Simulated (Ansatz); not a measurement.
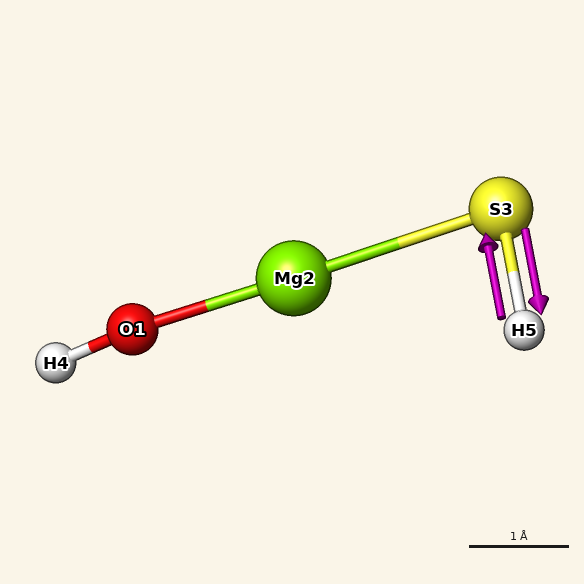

Arrows show the forces on the atoms, 0.5 Å of arrow for 1 eV/Å; forces under a tenth of the largest aren't drawn. Level of theory: PBE0-D4/def2-TZVP (Ansatz 0.2.0).

Along which bond is the force strongest?

S3–H5, now 1.447 Å: the forces pull its atoms together, so a first step downhill shortens it.

List the force components in the frame of the picture (x right, y up, z towards the viewer), in eV/Å.

```
atom     Fx     Fy     Fz
  O1   0.00   0.00   0.00
 Mg2   0.00   0.00   0.00
  S3   0.33  −1.74   1.03
  H4   0.00   0.00   0.00
  H5  −0.33   1.74  −1.03
```
